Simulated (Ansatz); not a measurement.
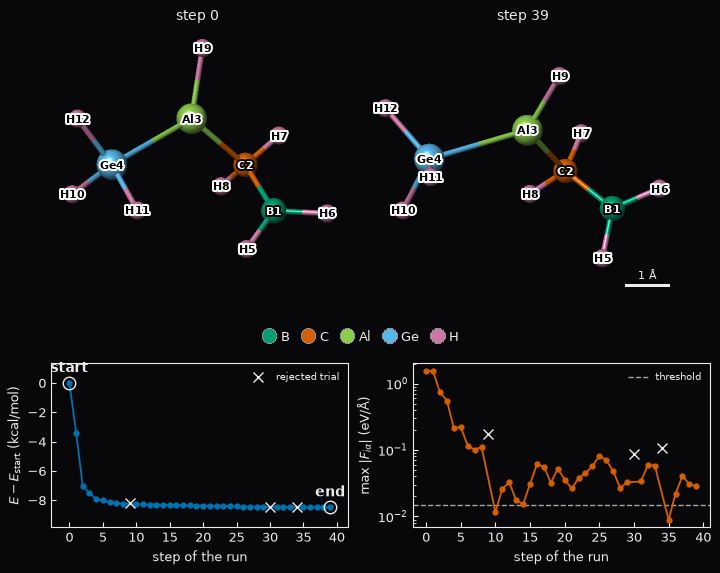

First and last geometry of a relaxation of CH8AlBGe, with the history of the run. A ball-and-stick model, seen from a free direction.

The run prepares an end point of a later path (torsion) calculation, from a guessed geometry.

These are results of RKS B3LYP/def2-SVP in Ansatz 0.2.0, not measurements.

Input
```yaml
crystal:
  periodic: [false, false, false]
  atoms:
    - { symbol: B, position_ang: [-0.7753, 1.8485, -0.0668] }
    - { symbol: C, position_ang: [-1.2835, 0.6238, 0.7595] }
    - { symbol: Al, position_ang: [0.2228, -0.6229, 0.9536] }
    - { symbol: Ge, position_ang: [1.4113, -1.5346, -1.0189] }
    - { symbol: H, position_ang: [-0.4427, 1.7573, -1.2082] }
    - { symbol: H, position_ang: [-0.8782, 2.9879, 0.3986] }
    - { symbol: H, position_ang: [-1.6008, 0.9501, 1.7676] }
    - { symbol: H, position_ang: [-2.0684, 0.1281, 0.2239] }
    - { symbol: H, position_ang: [0.7893, -0.9919, 2.4659] }
    - { symbol: H, position_ang: [0.3034, -2.3536, -1.8125] }
    - { symbol: H, position_ang: [1.8777, -0.3826, -1.8593] }
    - { symbol: H, position_ang: [2.5214, -2.4654, -0.5695] }
basis:
  gaussian: { orbitals: def2-SVP }
hamiltonian:
  xc: b3lyp
relax:
  f_tol: 0.015
  max_steps: 40
```

Launched with:
```bash
ansatz run input.yaml --threads 2 --pin off --max-ram 3072MiB --backend cpu --events-out ev --progress --plain --runs-dir out
```

> Did the run converge, and what did it change?

The relaxation stopped without meeting its thresholds, so the last structure isn't shown to be converged. It used up its limit of 40 steps. Over 36 accepted moves (39 points after the start) the energy falls by 8.48 kcal/mol. Largest force component: 1.6 eV/Å at the start, 0.029 eV/Å at the end. The line search rejected the trial steps at points 9, 30, 34 of the run. The forces were under the threshold at step 10, but the run went on from there. The atom that moves furthest after the best rigid fit is H9 (1.32 Å). Largest moves by element: H 1.32 Å, Al 0.54 Å, B 0.47 Å, Ge 0.23 Å, C 0.19 Å. Among the contacts that change: Al3–H9 1.657 → 1.587 Å, Ge4–H11 1.500 → 1.549 Å, Ge4–H10 1.590 → 1.547 Å, B1–C2 1.562 → 1.523 Å. Bond angles that change, for instance: Al3–Ge4–H10 104.6° → 113.6°, Al3–C2–H7 108.5° → 99.9°, H11–Ge4–H12 114.2° → 106.1°. Groups turn about Al3–Ge4 by about 60°, C2–Al3 by about 45°, B1–C2 by about 30°. Cost: 52 s on 2 threads of AMD EPYC 9R45 96-Core Processor (Zen 5), on a shared host, peak memory 0.31 GiB.
